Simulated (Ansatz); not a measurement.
**SrTiO3, carrier doping**

Start from SrTiO₃ in the cubic perovskite structure (space group Pm-3m, No. 221; a = 3.908 Å).

Carriers are added at fixed cell with a uniform background; the Fermi–Dirac width is that of 300 K.

Computed with Ansatz (a program for electronic structure), r2SCAN, PAW, cutoff 500 eV, no spin-orbit coupling, earlier PAW set.

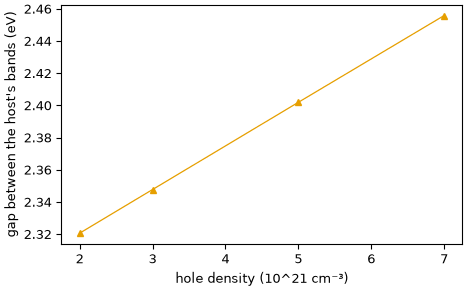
Fig. 1. Gap between the host's bands against hole density

| hole density (10^21 cm⁻³) | gap between the host's bands |
|---|---|
| 2 | 2.32 eV |
| 3 | 2.35 eV |
| 5 | 2.40 eV |
| 7 | 2.46 eV |

Charged cell with a jellium background: band edges are those of the host's band count, energies are not comparable with the neutral cell, and many-body gap narrowing is missing. Stability against distortions was not tested. All final runs are without spin polarisation. Many cubic perovskites are stable only at high temperature; tilts and polar distortions were not tested.
